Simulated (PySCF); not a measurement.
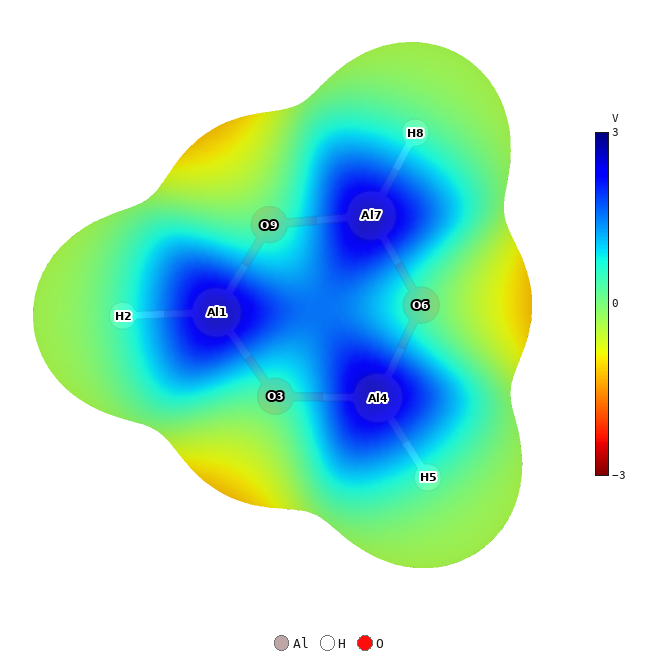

Figure 1: Al3H3O3 ((HAlO)3 ring). The molecular electrostatic potential painted on the density surface at 0.001 e/bohr³, seen across its widest extent; the colour scale runs from red (negative) to blue (positive).

Geometry: PBE0-D3(BJ)/def2-SVP.

Computed with PySCF 2.14.0, PBE0/pcSseg-1 Al:pcSseg-2, SCF density, gas phase, non-relativistic.

Input file:

```
{"job": {"kind": "nmr", "xc": "PBE0", "basis": {"default": "pcSseg-1", "Al": "pcSseg-2"}}, "charge": 0, "multiplicity": 1}
Al    -0.854901     0.314494     1.499791
H     -1.633472     0.599097     2.833304
O     -0.142122    -1.203069     1.138098
Al     0.725685    -1.598143    -0.287514
H      1.374974    -3.006378    -0.532497
O      0.826472    -0.313400    -1.419590
Al     0.173138     1.259903    -1.221262
H      0.304552     2.387016    -2.306389
O     -0.641586     1.491051     0.270400
```

Command:

```sh
OMP_NUM_THREADS=1 python probes_run.py task.json out
```

**Where is the surface potential most negative and most positive?**

The most negative region (about −1.2 V) lies over O3, O6 and O9, the most positive (about +2.6 V) over Al1, Al4 and Al7.
